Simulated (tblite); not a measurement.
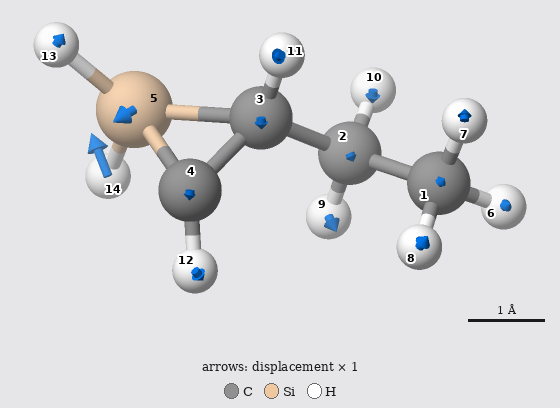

This is a relaxation of C4H9Si (multiplicity 2). The starting structure is drawn; blue arrows show the displacements, at their true length. The two geometries are superimposed by the best rigid fit.

Style: ball-and-stick. Shown from a free direction.

These are results of GFN2-xTB geometry optimisation, gas phase in tblite, not measurements. 

Atoms of which element are displaced furthest, and by how much?

Answer. Hydrogen: up to 0.63 Å, against 0.36 Å for silicon.

What happened in the run?

Answer. The atom that moves furthest after the best rigid fit is H14 (0.63 Å). By element the largest moves are H 0.63 Å, Si 0.36 Å, C 0.16 Å. Near-neighbour distances that change, for instance: C3–Si5 1.834 → 2.044 Å, Si5–H14 1.493 → 1.461 Å, Si5–H13 1.480 → 1.453 Å, C4–H12 1.067 → 1.087 Å. Among the angles between lasting bonds that change: C4–Si5–H14 107.1° → 130.6°, Si5–C3–H11 115.3° → 102.5°, C2–C3–Si5 119.6° → 130.2°. After 89 geometry steps the energy has fallen by 61.5 kJ/mol. Cost: 0.47 s on 1 thread of Arm Neoverse V1 (shared host).
